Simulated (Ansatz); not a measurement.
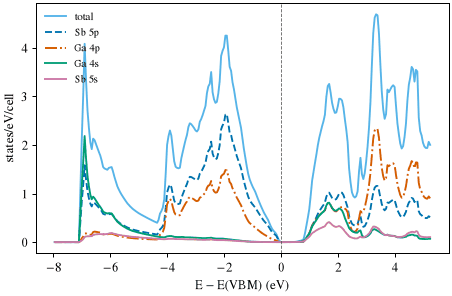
Figure. Total and projected density of states of GaSb (wurtzite, space group No. 186), r²SCAN in the plane-wave PAW code Ansatz

Question: Which orbitals carry the states next to the gap?

Answer: Top 1 eV of the valence band: Sb 5p 71 %, Ga 4p 27 %. Bottom 1 eV of the conduction band: Sb 5p 28 %, Ga 4p 26 %, Ga 4s 26 %, Sb 5s 14 %, outside the projected shells 6 %. Projections are on Löwdin-orthogonalised atomic valence shells; empty p or d shells of many metals are not among them.

Question: Where is the tallest occupied peak in this window, and what makes it?

Answer: Near -1.9 eV, about 4.3 states/eV per cell; the largest projected share is Sb 5p.

Space group P6_3mc (wurtzite). The workflow started from a Materials Project entry (that database holds measured and hypothetical structures alike); the Crystallography Open Database copy checked does not list it. It is not the phase usual at ambient conditions (space group No. 216). Symmetry was held in the r²SCAN relaxation; whether a distortion lowers the energy is not shown. Scalar-relativistic: spin–orbit coupling is off unless named, which matters more the heavier the elements.

Potentials: the later of the program's two PAW sets.
